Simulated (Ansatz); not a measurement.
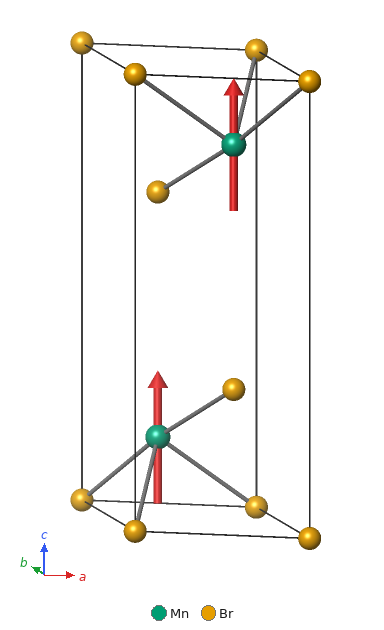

Crystal structure, ball-and-stick style, seen slightly off an axis. The lines enclose the simulation cell; boundary atoms appear with their images. Arrows are the site magnetic moments above 0.25 μB (those induced on non-metal atoms are left out); longer means larger, and red and blue are up and down (without spin-orbit coupling the axis itself is arbitrary).

This is the state reached for Mn$_{2}$Br$_{3}$. Results below were computed with Ansatz 0.2.0, DFT PBE, scalar-relativistic, plane waves, PAW; the settings were a 420 eV plane-wave basis, k-mesh 12×12×4, Gaussian smearing of 0.1 eV, collinear spins.

What do the arrows say about the order?

Ferromagnetic (within this cell). Site moments: 2 Mn +4.1 μB. The net spin moment of the whole cell is 9.0 μB, including what lies between the atoms and on sites without an arrow.

The structure was taken from a textbook structure type filled with these elements (whether it is the usual form wasn't checked). Atoms and cell were optimised with DFT PBE, scalar-relativistic, plane waves, PAW in Ansatz.
